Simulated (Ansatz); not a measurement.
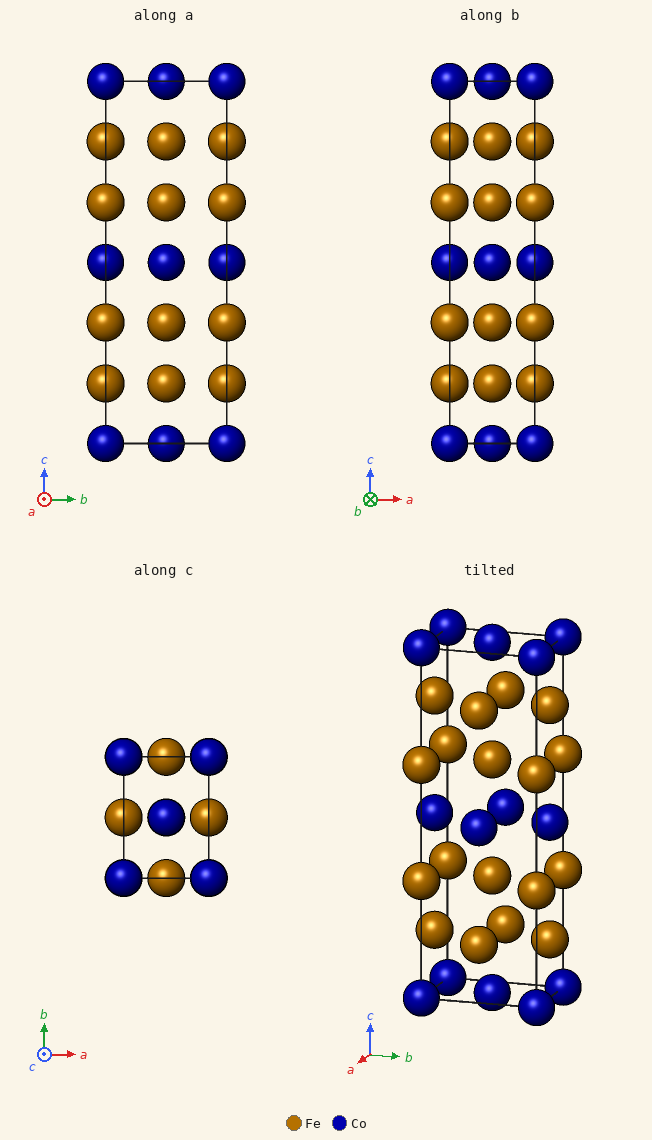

Structure drawing (spheres-only), viewed along the a axis, along the b axis, along the c axis and slightly off an axis. Thin lines show the conventional unit cell, with boundary atoms drawn in all their periodic places.

Lattice parameters: a = 2.838 Å, b = 4.040 Å, c = 12.062 Å, α = 90.00°, β = 90.00°, γ = 90.00°.

### Turn the picture into a table of Wyckoff sites, with free fractional coordinates to two decimals.

Space group Fmmm (No. 69).
```
atom  site     x     y     z
  Fe    8i  0.50  0.00  0.17
  Co    4a  0.00  0.00  0.00
```

The structure was taken from a structure type filled with these elements by a generator (whether the compound takes this form wasn't checked). Earlier steps of the study, as a rule a relaxation of our own, may have changed the cell and positions, so they can lie some per cent off the listed ones. A calculation with Ansatz used it as input.
